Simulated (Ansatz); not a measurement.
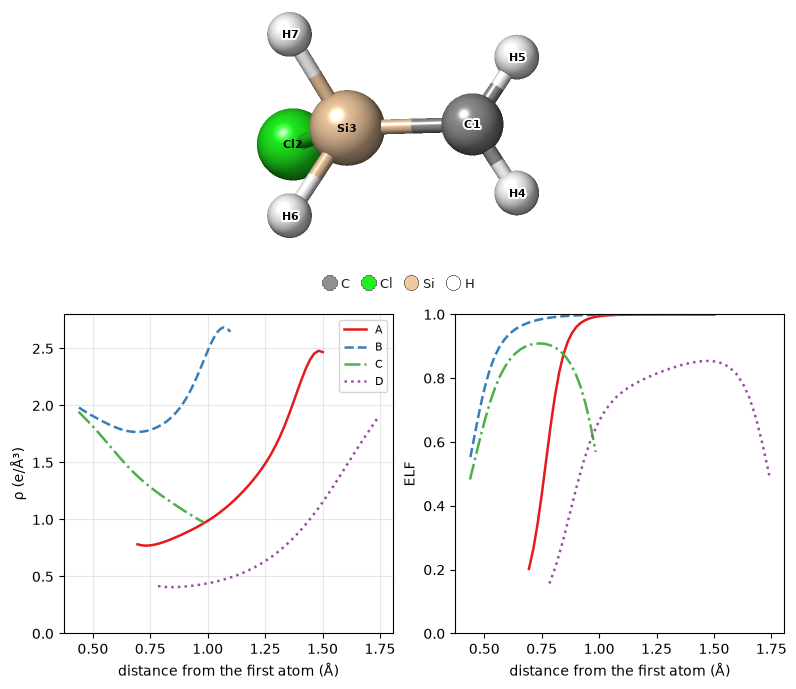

Figure 1: CH$_{4}$ClSi (SMILES [CH2-][SiH2]Cl) (charge −1). Electron density and ELF along straight lines between neighbouring atoms. The curves leave out the atomic cores. The structure is drawn too.

Geometry: r2SCAN-D4/def2-SVPD.

Level of theory: isolated molecule in a Gaussian basis; Kohn-Sham density functional theory, functional PBE0 (Ansatz 0.2.0).

```tsv
atom	x (Å)	y (Å)	z (Å)
C	-1.0191	0.2430	-0.6346
Cl	1.3480	-1.3348	1.5808
Si	0.6414	0.1078	-0.0963
H	-1.4583	-0.5408	-1.2668
H	-1.7577	0.7688	-0.0142
H	1.6063	-0.4054	-1.1256
H	1.2069	1.3415	0.5453
```

> Which curve belongs to which contact (C–H, C–Si, Si–Cl and Si–H)? The first atom named is at distance zero.

Curve A: Si–H (1.50 Å): ρ is about 0.77 e/Å³ halfway; the ELF climbs to about 1 towards the hydrogen, as it does in any bond to H. Curve B: C–H (1.10 Å): ρ at the midpoint is about 1.9 e/Å³; the ELF climbs to about 1 towards the hydrogen; an ordinary covalent bond to hydrogen. Curve C: C–Si (1.75 Å): the density is about 1.1 e/Å³ at the midpoint; the ELF peaks at about 0.90 between the atoms, as expected for a covalent bond. Curve D: Si–Cl (2.32 Å): ρ is about 0.54 e/Å³ halfway, with its minimum of 0.41 e/Å³ about 0.8 Å from Si; the ELF peaks at about 0.85 between the atoms (a shared but strongly polarised pair).
